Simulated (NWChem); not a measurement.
**CH7N3Si (SMILES NC1(N)N[SiH2]1) at 3 levels**

We compute a comparison of 3 runs (HF/STO-3G, HF/3-21G, B3LYP/6-31G*) of CH7N3Si. 

The results are computed with NWChem 7.3.0.

### 1 Starting point

CH7N3Si: 12 atoms, total charge 0, spin state singlet. As SMILES, `NC1(N)N[SiH2]1`. The shape is that of a PBE0-D4/def2-TZVP optimisation. This is one conformer, not always the lowest.

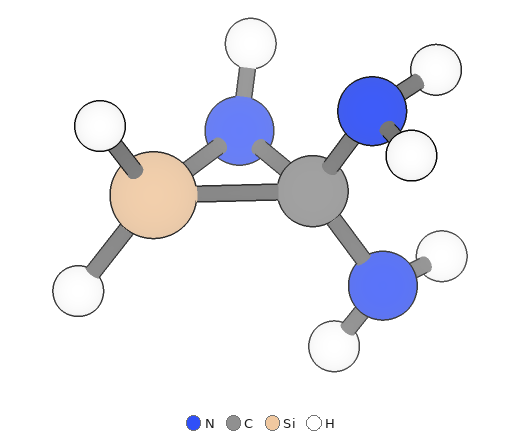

Viewed from a chosen angle; nitrogen blue, carbon grey, silicon light orange, hydrogen white.

### 2 Energy and forces at HF/STO-3G (run 1)

The input, ch7n3si.nw:

```
start ch7n3si
title "CH7N3Si"
memory total 2200 mb

geometry noautosym nocenter noautoz
 N    -0.698000    1.342500   -0.217500
 C     0.086900    0.193800    0.132500
 N     1.188300    0.476900    1.004500
 N     0.362400   -0.683200   -1.043700
 Si   -0.791200   -1.425500    0.017800
 H    -0.139900    1.989200   -0.771300
 H    -0.967600    1.834500    0.625700
 H     1.613600   -0.376400    1.344400
 H     1.910000    0.982800    0.494400
 H     0.087600   -0.290500   -1.935700
 H    -2.237500   -1.426600   -0.294800
 H    -0.338000   -2.672700    0.677600
end

basis spherical bse
 * library STO-3G
end

scf
 thresh 1e-08
 maxiter 80
end

task scf gradient
```

Launch:

```console
$ nwchem ch7n3si.nw > ch7n3si.out
```

Log:

```text
[...]
  functions       =    36
[...]
  wavefunction    = RHF
[...]
         Total SCF energy =   -488.226469969505
      One-electron energy =  -1155.696618979512
      Two-electron energy =    425.822582167128
 Nuclear repulsion energy =    241.647566842879
        Time for solution =      4.6s
[...]
                         RHF ENERGY GRADIENTS
    atom               coordinates                        gradient
                 x          y          z           x          y          z
   1 N      -1.319029   2.536957  -0.411015    0.026778  -0.008948   0.014873
   2 C       0.164217   0.366229   0.250389    0.020211   0.047588   0.015476
   3 N       2.245561   0.901210   1.898230   -0.008196  -0.020375  -0.027413
   4 N       0.684837  -1.291061  -1.972307   -0.014921   0.019431  -0.009533
   5 Si     -1.495151  -2.693804   0.033637    0.015938   0.014275  -0.007882
   6 H      -0.264373   3.759043  -1.457546   -0.009981  -0.010887   0.004567
   7 H      -1.828499   3.466702   1.182402    0.003568  -0.010856  -0.014463
   8 H       3.049262  -0.711293   2.540548   -0.008841   0.015070  -0.002848
   9 H       3.609377   1.857223   0.934281   -0.011688  -0.004937   0.007067
  10 H       0.165540  -0.548965  -3.657943    0.008731  -0.011239   0.014125
  11 H      -4.228262  -2.695883  -0.557091   -0.030264  -0.000925  -0.006323
[...]
```

It took 6.3 s on 1 thread of Intel Xeon Platinum 8259CL at 2.50GHz (Skylake/Cascade Lake), shared host; peak memory 0.1 GiB.

### 3 Energy and forces at HF/3-21G (run 2)

The input, input.nw:

```
start input
memory total 2200 mb
charge 0

geometry units angstroms noautosym nocenter noautoz
 N     -0.698000     1.342500    -0.217500
 C      0.086900     0.193800     0.132500
 N      1.188300     0.476900     1.004500
 N      0.362400    -0.683200    -1.043700
 Si    -0.791200    -1.425500     0.017800
 H     -0.139900     1.989200    -0.771300
 H     -0.967600     1.834500     0.625700
 H      1.613600    -0.376400     1.344400
 H      1.910000     0.982800     0.494400
 H      0.087600    -0.290500    -1.935700
 H     -2.237500    -1.426600    -0.294800
 H     -0.338000    -2.672700     0.677600
end

basis "ao basis" spherical bse
 * library 3-21G
end

scf
 singlet
 rhf
 thresh 1e-08
 maxiter 80
end

task scf gradient
```

Launch:

```console
$ nwchem input.nw > input.out
```

Log:

```text
[...]
  functions       =    63
[...]
  wavefunction    = RHF
[...]
         Total SCF energy =   -491.470499948790
      One-electron energy =  -1156.453274486629
      Two-electron energy =    423.335207694959
 Nuclear repulsion energy =    241.647566842879
        Time for solution =      6.1s
[...]
                         RHF ENERGY GRADIENTS
    atom               coordinates                        gradient
                 x          y          z           x          y          z
   1 N      -1.319029   2.536957  -0.411015   -0.001130  -0.017257  -0.003089
   2 C       0.164217   0.366229   0.250389   -0.003699  -0.005150  -0.012298
   3 N       2.245561   0.901210   1.898230   -0.016764   0.004970   0.003536
   4 N       0.684837  -1.291061  -1.972307   -0.007179  -0.010610   0.031935
   5 Si     -1.495151  -2.693804   0.033637    0.023711   0.029036  -0.016932
   6 H      -0.264373   3.759043  -1.457546    0.003964   0.001911   0.001837
   7 H      -1.828499   3.466702   1.182402    0.004397   0.003297   0.003558
   8 H       3.049262  -0.711293   2.540548    0.003233  -0.004861  -0.003542
   9 H       3.609377   1.857223   0.934281    0.002263  -0.001373  -0.003774
  10 H       0.165540  -0.548965  -3.657943   -0.009085   0.002250  -0.000206
  11 H      -4.228262  -2.695883  -0.557091   -0.001413  -0.000126  -0.000623
[...]
```

It took 8.1 s on 1 thread of Intel Xeon Platinum 8259CL at 2.50GHz (Skylake/Cascade Lake), shared host; peak memory 0.1 GiB.

### 4 Energy and forces at B3LYP/6-31G(d) (Cartesian functions) (run 3)

The input, ch7n3si.nw:

```
START ch7n3si
memory 2200 mb

GEOMETRY noautosym nocenter noautoz
 N     -0.698000     1.342500    -0.217500
 C      0.086900     0.193800     0.132500
 N      1.188300     0.476900     1.004500
 N      0.362400    -0.683200    -1.043700
 Si    -0.791200    -1.425500     0.017800
 H     -0.139900     1.989200    -0.771300
 H     -0.967600     1.834500     0.625700
 H      1.613600    -0.376400     1.344400
 H      1.910000     0.982800     0.494400
 H      0.087600    -0.290500    -1.935700
 H     -2.237500    -1.426600    -0.294800
 H     -0.338000    -2.672700     0.677600
END

BASIS cartesian
 * library 6-31G*
END

DFT
 xc b3lyp
 grid fine
 convergence energy 1e-08
 maxiter 100
 mulliken
 print low
END

TASK dft gradient
```

Launch:

```console
$ nwchem ch7n3si.nw > ch7n3si.out
```

Log:

```text
[...]
 d= 0,ls=0.0,diis     1   -495.9204785324 -7.38D+02  1.29D-02  8.49D-01     4.5
[...]
 d= 0,ls=0.0,diis    10   -496.0078609229 -7.86D-10  4.60D-07  3.51D-09    36.5
         Total DFT energy =     -496.007860922910
      One electron energy =    -1160.690943834688
           Coulomb energy =      472.813659321996
    Exchange-Corr. energy =      -49.778143253097
 Nuclear repulsion energy =      241.647566842879
[...]
      Total Density - Mulliken Population Analysis
     ---------------------------------------------
    Atom       Charge   Shell Charges
 -----------   ------   -------------------------------------------------------
    1 N    7     7.70   1.99  0.79  2.51  0.87  1.51  0.03
    2 C    6     5.71   1.99  0.69  2.01  0.43  0.52  0.06
    3 N    7     7.69   1.99  0.79  2.51  0.87  1.51  0.02
    4 N    7     7.68   1.99  0.79  2.46  0.92  1.49  0.02
    5 Si  14    13.60   2.00  1.99  5.96  1.02  1.87  0.23  0.35  0.18
    6 H    1     0.71   0.51  0.20
    7 H    1     0.69   0.51  0.18
    8 H    1     0.69   0.51  0.17
    9 H    1     0.72   0.51  0.21
   10 H    1     0.68   0.50  0.18
[...]
                         DFT ENERGY GRADIENTS
    atom               coordinates                        gradient
                 x          y          z           x          y          z
   1 N      -1.319029   2.536957  -0.411015    0.007574  -0.000893   0.003598
   2 C       0.164217   0.366229   0.250389   -0.001163  -0.000249  -0.000611
   3 N       2.245561   0.901210   1.898230    0.000203  -0.004559  -0.007754
   4 N       0.684837  -1.291061  -1.972307   -0.008245   0.000968   0.005582
   5 Si     -1.495151  -2.693804   0.033637    0.007995   0.009210  -0.004631
   6 H      -0.264373   3.759043  -1.457546   -0.003041  -0.003583   0.001914
   7 H      -1.828499   3.466702   1.182402    0.000555  -0.002586  -0.003757
   8 H       3.049262  -0.711293   2.540548   -0.002496   0.003795  -0.001051
   9 H       3.609377   1.857223   0.934281   -0.003794  -0.001452   0.002810
  10 H       0.165540  -0.548965  -3.657943    0.000975  -0.001726   0.004755
  11 H      -4.228262  -2.695883  -0.557091    0.000973   0.000293  -0.000570
[...]
```

Run time: 47 s. Hardware: 1 thread of Intel Xeon Platinum 8259CL at 2.50GHz (Skylake/Cascade Lake), shared host; peak memory 0.13 GiB.

### 5 The series

| run | level | Cartesian functions | iteration cap | energy (Eh) | dipole moment (D) | HOMO energy (eV) | LUMO energy (eV) | wall time |
| --- | --- | --- | --- | --- | --- | --- | --- | --- |
| 1 | HF/STO-3G | no | 80 | -488.226470 | 0.57 | -7.01 | 9.82 | 6.3 s |
| 2 | HF/3-21G | no | 80 | -491.470500 | 0.52 | -9.27 | 3.65 | 8.1 s |
| 3 | B3LYP/6-31G* (Cartesian functions) | yes | 100 | -496.007861 | – | – | – | 47 s |

### 6 Summary of results

| quantity | value |
| --- | --- |
| run 3: total energy | -496.00786 Eh |
| run 3: largest force on an atom | 0.671 eV/Å |

**Reading.** In run 1 the basis is minimal, so the values are rough. All runs together took 61 s, the longest 47 s.
